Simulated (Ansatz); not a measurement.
**C2H7Al (SMILES C[CH2][AlH2]) at MP2/6-311+G(d,p)**

Aim: the electronic atomisation energy of C2H7Al at MP2/6-311+G**, from 4 runs. 

Program for the calculation: Ansatz 0.2.0.

21 further runs of the same task are left out: 21 set aside as unsound or not needed. Runs told in other sessions of the task aren't counted.

**1. The system as given**

C2H7Al: 10 atoms, total charge 0, spin state singlet. SMILES: `C[CH2][AlH2]`. The coordinates come from a PBE0-D4/def2-TZVP relaxation.

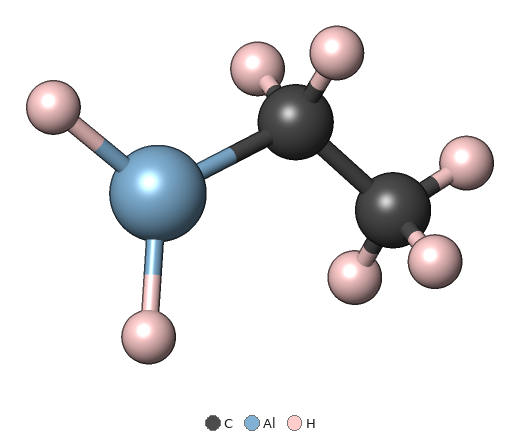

Viewed from a chosen angle; carbon dark grey, aluminium light blue, hydrogen pink.

**2. The energy at MP2/6-311+G(d,p)**

in.yaml

```yaml
basis:
  gaussian: {orbitals: 6-311+G_st__st_-spherical.json}
crystal:
  periodic: [false, false, false]
  atoms:
    - {symbol: C, position_ang: [-0.939200, 0.315000, -0.881100]}
    - {symbol: C, position_ang: [-0.218500, -0.592500, 0.114200]}
    - {symbol: Al, position_ang: [1.379400, 0.134900, 0.981700]}
    - {symbol: H, position_ang: [-1.818700, -0.166800, -1.319100]}
    - {symbol: H, position_ang: [-0.285500, 0.607100, -1.707400]}
    - {symbol: H, position_ang: [-1.279400, 1.241200, -0.410000]}
    - {symbol: H, position_ang: [0.075900, -1.534200, -0.370400]}
    - {symbol: H, position_ang: [-0.905800, -0.910100, 0.910700]}
    - {symbol: H, position_ang: [2.176600, -0.747600, 2.039500]}
    - {symbol: H, position_ang: [1.898300, 1.601800, 0.644700]}
correlation: {method: mp2, frozen_orbitals: {Al: 5, C: 1, H: 0}}
accuracy: high
```

The basis set 6-311+G** is read from a file made from the Basis Set Exchange's data (not shown).

Command:

```
$ ansatz run in.yaml --threads 1 --pin off --max-ram 2610MiB --events-out events.jsonl --progress --plain --runs-dir runs
```

Standard output:

```text
Warning: RAYON_NUM_THREADS=1 ignored (pool sized by the plan → 1); use --threads N
Functional definition: HF
  name "HF"
  exchange = exact_x
  correlation = 0
2258 factors; integrals over basis functions are off by at most 4.2e-9 eV
mean field evaluation 1: about -8751.6359 eV, gradient 3.4e1 eV
mean field evaluation 2: about -8751.6383 eV, gradient 3.4e1 eV
mean field evaluation 4: about -8754.7742 eV, gradient 2.9e0 eV
mean field evaluation 8: about -8754.8108 eV, gradient 1.1e-1 eV
mean field -8754.81081638 eV, -321.7333632782 hartree, gradient 1.9e-8 eV, S^2 0.000000; 0 other end points of the search recorded, 0 dependent functions left out
7 core orbitals not correlated: weight in the atoms' cores, before any rotation towards them, 1.000 or more for the frozen orbitals, at most 0.000 for the correlated occupied ones
reference -8754.81081638 eV, -321.7333632782 hartree; 9, 9 occupied and 100, 100 virtual orbitals, 2258 factors
second order -10.41054600 eV of doubles, -0.00000000 eV of singles
Total energy: -8765.22136238 eV, -322.1159437870 hartree
```

Run time: 4.5 s. Hardware: 1 thread of Arm Neoverse V1, shared host; peak memory 0.33 GiB.

**3. The Al atom at the same level**

job.yaml

```yaml
crystal:
  periodic: [false, false, false]
  atoms:
    - {symbol: Al, position_ang: [0.000000, 0.000000, 0.000000]}
basis:
  gaussian: {orbitals: 6-311+G_st__st_-spherical.json}
magnetization: {spin_polarized: true, initial_magnetization: 1}
correlation: {method: mp2, frozen_orbitals: {Al: 5}}
accuracy: high
```

The basis set 6-311+G** is read from a file made from the Basis Set Exchange's data (not shown).

Run the same way, it converges to -241.90250 Eh (log not shown).

**4. The C atom, same level**

in.yaml

```yaml
crystal:
  periodic: [false, false, false]
  atoms:
    - {symbol: C, position_ang: [0.000000, 0.000000, 0.000000]}
basis:
  gaussian:
    orbitals: 6-311+G_st__st_.json
magnetization:
  spin_polarized: true
  initial_magnetization: 2
correlation:
  method: mp2
  frozen_orbitals: {C: 1}
accuracy: high
```

The basis set 6-311+G** is read from a file made from the Basis Set Exchange's data (not shown).

Command:

```
$ ansatz run in.yaml --threads 1 --pin off --max-ram 2610MiB --events-out events.jsonl --progress --plain --runs-dir runs
```

Standard output:

```text
Warning: RAYON_NUM_THREADS=1 ignored (pool sized by the plan → 1); use --threads N
[... 4 set-up lines as earlier in the session ...]
169 factors; integrals over basis functions are off by at most 2.6e-9 eV
mean field evaluation 1: about -1025.2324 eV, gradient 6.3e0 eV
mean field evaluation 2: about -1025.2341 eV, gradient 6.3e0 eV
mean field evaluation 4: about -1025.5842 eV, gradient 3.1e-1 eV
mean field evaluation 8: about -1025.5854 eV, gradient 5.6e-4 eV
mean field evaluation 16: about -1025.5854 eV, gradient 1.9e-2 eV
mean field evaluation 32: about -1025.5852 eV, gradient 2.8e-1 eV
mean field -1025.58544423 eV, -37.6895699085 hartree, gradient 1.3e-8 eV, S^2 2.007777; 3 other end points of the search recorded, 0 dependent functions left out
1 core orbitals not correlated: weight in the atoms' cores, before any rotation towards them, 1.000 or more for the frozen orbitals, at most 0.000 for the correlated occupied ones
reference -1025.58544423 eV, -37.6895699085 hartree; 3, 1 occupied and 18, 20 virtual orbitals, 169 factors
second order -1.53210116 eV of doubles, -0.00000000 eV of singles
Total energy: -1027.11754538 eV, -37.7458735875 hartree
```

Wall time 0.08 s (1 thread of Arm Neoverse V1, shared host).

**5. The H atom: the energy at UHF/6-311+G(d,p)**

input.yaml

```yaml
crystal:
  periodic: [false, false, false]
  atoms:
    - {symbol: H, position_ang: [0.000000, 0.000000, 0.000000]}
basis:
  gaussian:
    orbitals: 6-311+G_st__st_.json
magnetization:
  spin_polarized: true
  initial_magnetization: 1
hamiltonian:
  xc: hf
accuracy: high
```

The basis set 6-311+G** is read from a file made from the Basis Set Exchange's data (not shown).

Run the same way, it converges to -0.49981 Eh (log not shown).

**6. Results**

At MP2/6-311+G**, 7 core orbitals frozen:

| quantity | value |
| --- | --- |
| molecule: total energy | -322.11594 Eh |
| molecule: correlation energy (7 core orbitals frozen) | -382.6 mEh |
| Al atom: total energy | -241.90250 Eh |
| Al atom: correlation energy (5 core orbitals frozen) | -30.2 mEh |
| Al atom: ⟨S²⟩ of the reference determinant | 0.757 |
| C atom: total energy | -37.74587 Eh |
| C atom: correlation energy (1 core orbital frozen) | -56.3 mEh |
| C atom: ⟨S²⟩ of the reference determinant | 2.008 |
| H atom: total energy | -0.49981 Eh |
| H atom: ⟨S²⟩ | 0.750 |
| electronic atomisation energy | 33.280 eV |

In words: Taking the molecule apart into free atoms costs 33.28 eV (3211 kJ/mol), before zero-point energy and without spin-orbit coupling.
